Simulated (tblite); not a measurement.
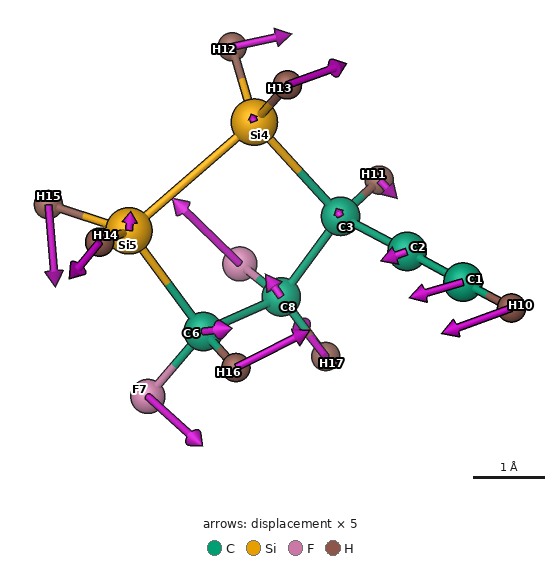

A relaxation of C5H8F2Si2. The starting structure is drawn; purple arrows show the displacements, magnified 5 times. The two geometries are superimposed by the best rigid fit.

Style: ball-and-stick. Shown at a tilt.

All numbers below come from tblite 0.8.0, GFN2-xTB geometry optimisation, gas phase. 

What did the optimiser do to the structure, and how much energy did it gain?

Answer. The atom that moves furthest after the best rigid fit is an F atom (0.29 Å). By element the largest moves are F 0.29 Å, H 0.24 Å, C 0.16 Å, Si 0.06 Å. Near-neighbour distances that change, for instance: C–Si 1.875 → 1.937 Å, Si–Si 2.356 → 2.324 Å, H–Si 1.493 → 1.462 Å, C–F 1.356 → 1.384 Å. Bond angles that change, for instance: Si–Si–H 110.5° → 118.6°, Si–Si–H 112.1° → 120.0°, C–Si–H 114.6° → 107.6°. The energy falls by 7.61 kcal/mol in 57 geometry steps.
